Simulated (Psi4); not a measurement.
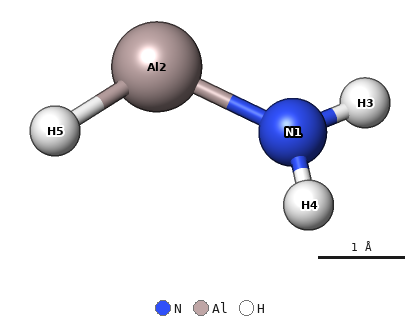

**Figure 1.** The structure (ball-and-stick view, seen at a tilt; atoms are numbered from 1 in the order of the input). Sticks mark near contacts. Bond lengths as drawn: Al–H 1.60 Å, Al–N 1.77 Å and H–N 1.01 Å.

## Single-point calculation of AlNH$_{3}$ (charge +1)

System: AlNH$_{3}$, charge +1.
Method: MP2/cc-pCVTZ, RHF (Psi4 1.11).

The geometry is that of the parent species in another charge or spin state. The geometry comes from this level: PBE0-D4/def2-TZVP.

## Output
```
=> Loading Basis Set <=

    Name: CC-PCVTZ
    Role: ORBITAL
    Keyword: BASIS

         ---------------------------------------------------------
                                   SCF
                              RHF Reference
                        1 Threads,   1525 MiB Core
         ---------------------------------------------------------

  ==> Geometry <==

    Molecular point group: c1
    Full point group: C1

    Geometry (in Angstrom), charge = 1, multiplicity = 1:

       Center              X                  Y                   Z               Mass
    ------------   -----------------  -----------------  -----------------  -----------------
         N           -0.577077949043    -0.956155784408     0.053045872717    14.003074004430
         AL           0.376122050957     0.538544215592    -0.001254127283    26.981538530000
         H           -0.311977949043    -1.800655784408     0.533445872717     1.007825032230
         H           -1.470777949043    -1.078155784408    -0.399454127283     1.007825032230
         H           -0.268677949043     1.746044215592    -0.837454127283     1.007825032230

  Running in c1 symmetry.

  Rotational constants: A =      5.08033  B =      0.45751  C =      0.41972 [cm^-1]
  Rotational constants: A = 152304.41913  B =  13715.89504  C =  12582.74593 [MHz]
  Nuclear repulsion =   46.235092034097001

  Charge       = 1
  Multiplicity = 1
  Electrons    = 22
  Nalpha       = 11
  Nbeta        = 11

  ==> Algorithm <==

  SCF Algorithm Type is DF.
  DIIS enabled.
  MOM disabled.
  Fractional occupation disabled.
  Guess Type is SAD.
  Energy threshold   = 1.00e-08
  Density threshold  = 1.00e-08
  Integral threshold = 1.00e-12

  ==> Primary Basis <==

  Basis Set: CC-PCVTZ
    Blend: CC-PCVTZ
    Number of shells: 52
    Number of basis functions: 144
    Number of Cartesian functions: 163
    Spherical Harmonics?: true
    Max angular momentum: 3

   => Loading Basis Set <=

    Name: (CC-PCVTZ AUX)
    Role: JKFIT
    Keyword: DF_BASIS_SCF

  ==> Integral Setup <==

  DFHelper Memory: AOs need 0.044 GiB; user supplied 1.118 GiB.
  SCF_SUBTYPE=INCORE selected. In-core MEM_DF algorithm will be used.
  Using in-core AOs.

  ==> MemDFJK: Density-Fitted J/K Matrices <==

    J tasked:                   Yes
    K tasked:                   Yes
    wK tasked:                   No
    Memory [MiB]:              1144
    Algorithm:                 Core
    Schwarz Cutoff:           1E-12
    Mask sparsity (%):       2.8067
    Fitting Condition:        1E-10

   => Auxiliary Basis Set <=

  Basis Set: (CC-PCVTZ AUX)
    Blend: DEF2-UNIVERSAL-JKFIT
    Number of shells: 81
    Number of basis functions: 259
    Number of Cartesian functions: 308
    Spherical Harmonics?: true
    Max angular momentum: 4

  Minimum eigenvalue in the overlap matrix is 1.3047930893E-03.
  Reciprocal condition number of the overlap matrix is 2.1228035071E-04.
    Using symmetric orthogonalization.

  ==> Pre-Iterations <==

  SCF Guess: Superposition of Atomic Densities via on-the-fly atomic UHF (no occupation information).

   -------------------------
    Irrep   Nso     Nmo
   -------------------------
     A        144     144
   -------------------------
    Total     144     144
   -------------------------

  ==> Iterations <==

                           Total Energy        Delta E     RMS |[F,P]|

   @DF-RHF iter SAD:  -297.30496563156038   -2.97305e+02   0.00000e+00
   @DF-RHF iter   1:  -297.74344574503448   -4.38480e-01   3.60490e-03 DIIS/ADIIS
   @DF-RHF iter   2:  -297.82238600458038   -7.89403e-02   2.28912e-03 DIIS/ADIIS
   @DF-RHF iter   3:  -297.86646971764299   -4.40837e-02   2.41580e-04 DIIS/ADIIS
   @DF-RHF iter   4:  -297.86752208922468   -1.05237e-03   5.78812e-05 DIIS
   @DF-RHF iter   5:  -297.86759263205056   -7.05428e-05   1.43263e-05 DIIS
   @DF-RHF iter   6:  -297.86759738081315   -4.74876e-06   3.24934e-06 DIIS
   @DF-RHF iter   7:  -297.86759779656421   -4.15751e-07   1.07135e-06 DIIS
   @DF-RHF iter   8:  -297.86759784750961   -5.09454e-08   3.92930e-07 DIIS
   @DF-RHF iter   9:  -297.86759785646564   -8.95602e-09   8.91478e-08 DIIS
   @DF-RHF iter  10:  -297.86759785682415   -3.58511e-10   1.78856e-08 DIIS
   @DF-RHF iter  11:  -297.86759785683444   -1.02887e-11   2.84277e-09 DIIS
  Energy and wave function converged.

  ==> Post-Iterations <==

    Orbital Energies [Eh]
    ---------------------

    Doubly Occupied:

       1A    -58.787773     2A    -15.743080     3A     -5.194783
       4A     -3.508676     5A     -3.507879     6A     -3.506289
       7A     -1.315985     8A     -0.845071     9A     -0.813432
      10A     -0.695272    11A     -0.610447

    Virtual:

      12A     -0.257195    13A     -0.149323    14A     -0.079915
      15A     -0.031711    16A     -0.005001    17A      0.035069
      18A      0.037018    19A      0.045327    20A      0.073253
      21A      0.093933    22A      0.100949    23A      0.121712
      24A      0.132318    25A      0.187764    26A      0.328317
      27A      0.342383    28A      0.406146    29A      0.461440
      30A      0.515774    31A      0.521815    32A      0.538600
      33A      0.560393    34A      0.610180    35A      0.612527
      36A      0.614847    37A      0.629187    38A      0.648547
      39A      0.667005    40A      0.672138    41A      0.703585
      42A      0.765921    43A      0.777556    44A      0.794471
      45A      0.857461    46A      0.936514    47A      1.006406
      48A      1.056913    49A      1.086321    50A      1.109089
      51A      1.173516    52A      1.247227    53A      1.353009
      54A      1.388217    55A      1.455408    56A      1.512082
      57A      1.584225    58A      1.617550    59A      1.662199
      60A      1.827941    61A      1.834465    62A      1.899925
      63A      2.155395    64A      2.449001    65A      2.764550
      66A      2.910009    67A      3.054090    68A      3.201926
      69A      3.275237    70A      3.322673    71A      3.350164
      72A      3.354208    73A      3.365605    74A      3.461772
      75A      3.504025    76A      3.557818    77A      3.643950
      78A      3.656719    79A      3.658089    80A      3.757367
      81A      3.837246    82A      3.891270    83A      3.965495
      84A      4.015707    85A      4.028655    86A      4.062602
      87A      4.072497    88A      4.168251    89A      4.261459
      90A      4.329154    91A      4.341056    92A      4.445327
      93A      4.532361    94A      4.576961    95A      4.710001
      96A      4.881048    97A      4.915086    98A      4.927372
      99A      4.955219   100A      5.103582   101A      5.184095
     102A      5.273479   103A      5.395168   104A      5.701097
     105A      5.739273   106A      5.804561   107A      5.895527
     108A      5.916867   109A      6.252290   110A      7.045483
     111A      7.092346   112A      7.182066   113A      9.106469
     114A      9.300781   115A      9.546714   116A     18.977410
     117A     18.977740   118A     18.985359   119A     18.989155
     120A     18.989297   121A     18.993608   122A     18.999312
     123A     20.559566   124A     21.216040   125A     21.500155
     126A     22.204164   127A     22.715196   128A     22.735735
     129A     22.748722   130A     22.896771   131A     22.960402
     132A     35.113541   133A     35.287214   134A     35.546730
     135A     39.143042   136A     39.153944   137A     39.221453
     138A     39.339914   139A     39.530725   140A     43.979980
     141A    108.956519   142A    109.485494   143A    109.639681
     144A    115.869881

    Final Occupation by Irrep:
              A
    DOCC [    11 ]
    NA   [    11 ]
    NB   [    11 ]

  @DF-RHF Final Energy:  -297.86759785683444

   => Energetics <=

    Nuclear Repulsion Energy =             46.2350920340970006
    One-Electron Energy =                -499.1480056863026675
    Two-Electron Energy =                 155.0453157953712378
    Total Energy =                       -297.8675978568344362

Computation Completed

Properties will be evaluated at   0.000000,   0.000000,   0.000000 [a0]

Properties computed using the SCF density matrix

 Multipole Moments:

 ------------------------------------------------------------------------------------
     Multipole            Electronic (a.u.)      Nuclear  (a.u.)        Total (a.u.)
 ------------------------------------------------------------------------------------

 L = 1.  Multiply by 2.5417464519 to convert [e a0] to [Debye]
 Dipole X            :          3.4868484           -2.2703034            1.2165450
 Dipole Y            :          2.1540282           -1.5586141            0.5954141
 Dipole Z            :          1.1052846           -0.6584655            0.4468191
 Magnitude           :                                                    1.4262352

 ------------------------------------------------------------------------------------

	total time  =          1 seconds =       0.02 minutes

  //>>>>>>>>>>>>>>>>>>>>>>>>>>>>>>>>>>>//
  //               DFMP2               //
  //<<<<<<<<<<<<<<<<<<<<<<<<<<<<<<<<<<<//

   => Loading Basis Set <=

    Name: (CC-PCVTZ AUX)
    Role: RIFIT
    Keyword: DF_BASIS_MP2

	 --------------------------------------------------------
	                          DF-MP2
	      2nd-Order Density-Fitted Moller-Plesset Theory
	              RMP2 Wavefunction,   1 Threads

	 --------------------------------------------------------

   => Auxiliary Basis Set <=

  Basis Set: (CC-PCVTZ AUX)
    Blend: DEF2-QZVPP-RI
    Number of shells: 122
    Number of basis functions: 476
    Number of Cartesian functions: 626
    Spherical Harmonics?: true
    Max angular momentum: 5

	 --------------------------------------------------------
	                 NBF =   144, NAUX =   476
	 --------------------------------------------------------
	   CLASS    FOCC     OCC    AOCC    AVIR     VIR    FVIR
	   PAIRS       1      11      10     133     133       0
	 --------------------------------------------------------

	-----------------------------------------------------------
	 ==================> DF-MP2 Energies <====================
	-----------------------------------------------------------
	 Reference Energy          =    -297.8675978568344362 [Eh]
	 Singles Energy            =      -0.0000000000000000 [Eh]
	 Same-Spin Energy          =      -0.1441581859513593 [Eh]
	 Opposite-Spin Energy      =      -0.4655981865064940 [Eh]
	 Correlation Energy        =      -0.6097563724578533 [Eh]
	 Total Energy              =    -298.4773542292923025 [Eh]
	-----------------------------------------------------------
	 ================> DF-SCS-MP2 Energies <==================
	-----------------------------------------------------------
	 SCS Same-Spin Scale       =       0.3333333333333333 [-]
	 SCS Opposite-Spin Scale   =       1.2000000000000000 [-]
	 SCS Same-Spin Energy      =      -0.0480527286504531 [Eh]
	 SCS Opposite-Spin Energy  =      -0.5587178238077928 [Eh]
	 SCS Correlation Energy    =      -0.6067705524582458 [Eh]
	 SCS Total Energy          =    -298.4743684092927083 [Eh]
	-----------------------------------------------------------

	total time  =          0 seconds =       0.00 minutes
```

## Standard output
```
E = -298.477354229
```

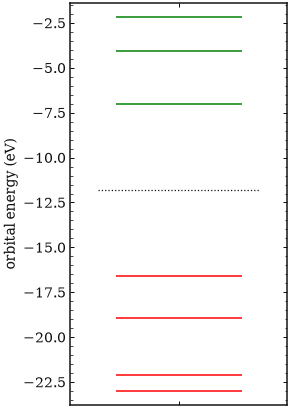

**Figure 2.** Orbital energies near the frontier (SCF reference); the dotted line parts filled from empty levels, and levels within 0.02 eV of each other stand side by side. Highest filled −16.61 eV, lowest empty −7.00 eV, 9.61 eV apart.

This output came from the following input.

## The input (job.py)
```python
import psi4

psi4.set_memory(1600000000)
psi4.set_num_threads(1)
psi4.core.set_output_file('run.log', False)

mol = psi4.geometry("""
1 1
N     -0.116600    -0.660800     0.175100
Al     0.836600     0.833900     0.120800
H      0.148500    -1.505300     0.655500
H     -1.010300    -0.782800    -0.277400
H      0.191800     2.041400    -0.715400
units angstrom
symmetry c1
""")

psi4.set_options({
    'puream': True,
    'scf_type': 'df',
    'num_frozen_docc': 1,
})

result, w = psi4.energy("mp2/cc-pCVTZ", molecule=mol, return_wfn=True)
print('E =', round(result, 9))
```

Launched with:
```bash
python job.py
```

## Results in brief

```csv
quantity,value
outcome,converged
total energy,−298.477354 hartree
SCF energy,−297.867598 hartree
MP2 energy,−298.477354 hartree
correlation energy,−0.609756 hartree
basis functions,144
HOMO of the SCF reference,−16.61 eV
LUMO of the SCF reference,−7.00 eV
hardware,"1 thread of Intel Xeon (Granite Rapids), 96 GiB of memory available, shared host"
wall time,2.1 s
peak memory,0.34 GiB
```
